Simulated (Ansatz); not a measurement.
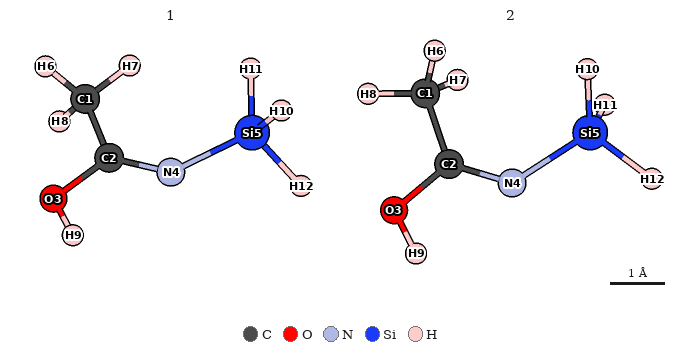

Two geometries of C₂H₇NOSi, drawn at one scale. One is the start of a relaxation, the other its converged end. A ball-and-stick model, seen at a tilt.

Method: Ansatz, RKS PBE0-D4/def2-TZVP. Settings: force threshold 0.005 eV/Å; at most 150 steps.

**Which geometry has the lower energy?**

Structure 1 is the relaxed one. The start comes from PBE-D4/def2-SVP. The largest move after the best rigid fit is that of H8, 1.14 Å. Largest moves by element: H 1.14 Å, O 0.41 Å, N 0.28 Å, C 0.24 Å, Si 0.04 Å. Some distances before and after: N4–Si5 1.746 → 1.715 Å, Si5–H10 1.512 → 1.485 Å, C2–N4 1.280 → 1.259 Å, Si5–H11 1.513 → 1.495 Å. Among the angles between lasting bonds that change: C2–N4–Si5 127.8° → 132.4°, N4–Si5–H10 111.6° → 108.5°, H6–C1–H7 107.1° → 109.6°. Groups turn about N4–Si5 by about 55°, C1–C2 by about 55°. The energy falls by 0.098 eV in 32 accepted moves (38 points after the start). Largest force component: 0.99 eV/Å at the start, 0.0012 eV/Å at the end. The line search rejected the trial steps at points 7, 8, 14, 19, 20, 25 of the run. The run took 2.1 min on 4 threads of Arm Neoverse V1, with other jobs on the host.
